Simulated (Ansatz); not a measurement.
# SiO2 (P3_221): refractive index against wavelength

The refractive index of SiO2 (P3_221) along x below the direct gap (6.30 eV on the mesh) is read from one computed spectrum, n = √(Re ε). x, y and z are the Cartesian axes of the input cell.

Cell: a, b, c = 4.916, 4.916, 5.408 Å (primitive vectors), 9 atoms.

Method: Ansatz 0.2.0, PBE, independent particles, k-mesh 6×6×4 with interpolation inside its cells, Gaussian parameter 0.15 eV.

Launch of the response step: `ansatz run input.yaml --threads 4 --pin off --max-ram 8192MiB --backend cpu --events-out ev --progress --plain --runs-dir out`. The run took 26 s, on 4 threads of Intel(R) Xeon(R) Platinum 8488C (Sapphire Rapids), on a shared host.

| wavelength (nm) | photon energy E (eV) | n |
| --- | --- | --- |
| 700 | 1.771 | 1.6104 |
| 633 | 1.959 | 1.6126 |
| 532 | 2.331 | ? |
| 450 | 2.755 | 1.6247 |
| 405 | 3.061 | 1.6308 |
| 365 | 3.397 | 1.6384 |
| 308 | 4.025 | 1.6558 |

In the single-oscillator model n² − 1 = E₀E_d/(E₀² − E²), so 1/(n² − 1) = E₀/E_d − E²/(E₀E_d) is linear in E².

Working, on the rows shown:

| x = E² (eV²) | y = 1/(n² − 1) |
| --- | --- |
| 3.13716 | 0.627593 |
| 3.83641 | 0.624813 |
| 7.59115 | 0.609886 |
| 9.37179 | 0.602588 |
| 11.5384 | 0.593699 |
| 16.2043 | 0.57416 |

Means: x̄ = 8.6132, ȳ = 0.60546. Σ(x − x̄)(y − ȳ) = -0.4924, Σ(x − x̄)² = 120.6. Slope = -0.4924 / 120.6 = -0.004082; intercept = ȳ − slope · x̄ = 0.64062. Turned back into n, the line misses the rows shown by at most 0.00028.

What does the fit predict for the withheld row, and how well does it do?

At x = 5.4314 the line gives y = 0.61845, that is 1.6177. The run gave 1.6177, so the interpolation holds to the digits printed.

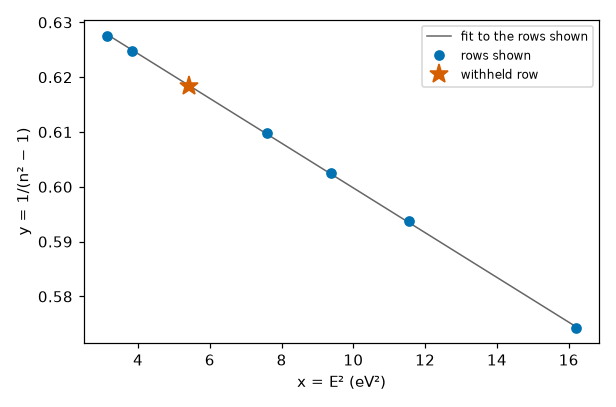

Refitted with all rows, the slope is -0.004082 and the intercept 0.64062. These give E₀ = √(intercept/−slope) = 12.53 eV and E_d = E₀/intercept = 19.6 eV; E₀ is 2.0 times the direct gap. The electronic limit at long wavelengths, without lattice vibrations, is n = √(1 + 1/intercept) = 1.600. Excitons are left out and so are local fields; PBE gaps are as a rule too small.
